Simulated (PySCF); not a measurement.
WON: frequency calculation

- system: WON, multiplicity 2
- method: UKS-based PBE0, W def2-TZVP with ECP60, O def2-TZVP, N def2-TZVP; non-relativistic Hamiltonian with a scalar-relativistic core potential; density fitting (PySCF 2.14.0)

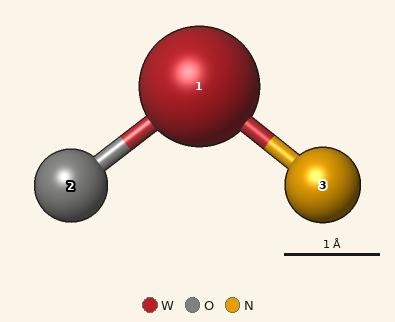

*The input geometry (ball-and-stick view, seen on its broad side; atoms are numbered from 1 in the order of the input). Sticks mark near contacts.*

**Input**
```python
from pyscf import gto, scf, dft
mol = gto.M(atom='''
W      0.015404     0.000000    -0.146041
O     -1.337946     0.000000     0.896692
N      1.325526     0.000000     0.897013''',
    basis={'W': 'def2-TZVP', 'O': 'def2-TZVP', 'N': 'def2-TZVP'},
    ecp={'W': 'def2-TZVP'},
    charge=0, spin=1)
mf = dft.UKS(mol, xc='PBE0')
mf.grids.atom_grid = (75, 302)
aux = {'W': 'def2-universal-JKFIT', 'O': 'def2-universal-JKFIT', 'N': 'def2-universal-JKFIT'}
mf = mf.density_fit(auxbasis=aux)
mf.conv_tol = 1e-09
mf.diis_space = 10
mf.max_cycle = 60
mf.verbose = 4
mf.kernel()
```

The script is an equivalent of the set-up of the self-consistent field. The run itself was carried out by a driver, which started from the orbitals of the step before it where there was one and computed the further properties.

Machine: 4 threads of Arm Neoverse N1, 24 GiB of memory available, shared host.

Launch command:
```bash
OMP_NUM_THREADS=4 python axn.py task.json out
```

**Log**
```
init E= -196.919599331646
  alpha nocc = 15  HOMO = -0.260696364158831  LUMO = -0.0934169344827547
  beta  nocc = 14  HOMO = -0.270453590149206  LUMO = -0.135945355713908
  HOMO = -0.260696364159  LUMO = -0.135945355714  gap/eV = 3.39465
cycle= 1 E= -196.919599331647  delta_E= -1.19e-12  |g|= 4.48e-07  |ddm|= 1.41e-06
  alpha nocc = 15  HOMO = -0.260696340752996  LUMO = -0.0934168358127057
  beta  nocc = 14  HOMO = -0.270453645420943  LUMO = -0.135945273362186
  HOMO = -0.260696340753  LUMO = -0.135945273362  gap/eV = 3.39465
Extra cycle  E= -196.919599331647  delta_E= -4.55e-13  |g|= 8.74e-07  |ddm|= 1.03e-06
converged SCF energy = -196.919599331647  <S^2> = 0.78125327  2S+1 = 2.0310128
```

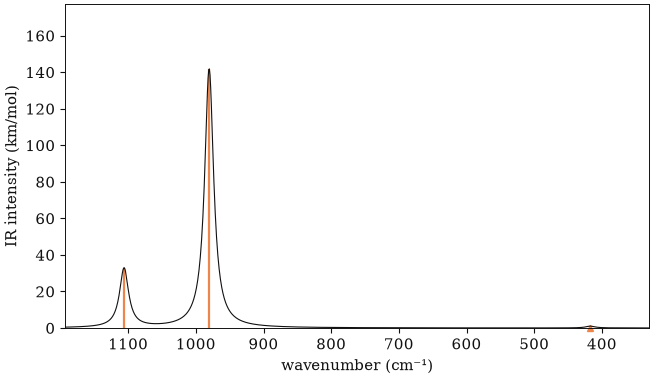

*Harmonic infrared spectrum, unscaled: sticks (degenerate modes added up, dark ones marked on the axis) with a Lorentzian envelope of 16 cm⁻¹ full width, scaled to the tallest stick.*

3 modes from 417 to 1106 cm⁻¹, none imaginary. The strongest line is at 980 cm⁻¹ (142 km/mol). All modes, in cm⁻¹ (km/mol): 417 (1.0), 980 (142), 1106 (32).

**Results in brief**

| quantity | value |
| --- | --- |
| outcome | converged |
| total energy | −196.919599 hartree |
| ⟨S²⟩ | 0.781 |
| zero-point energy | 0.005703 hartree |
| dipole moment | 5.38 D |
| wavenumbers, lowest and highest | 417 and 1106 cm⁻¹ |
| wall time | 52 s (CPU time 2.9 min) |
| peak memory | 0.94 GiB |
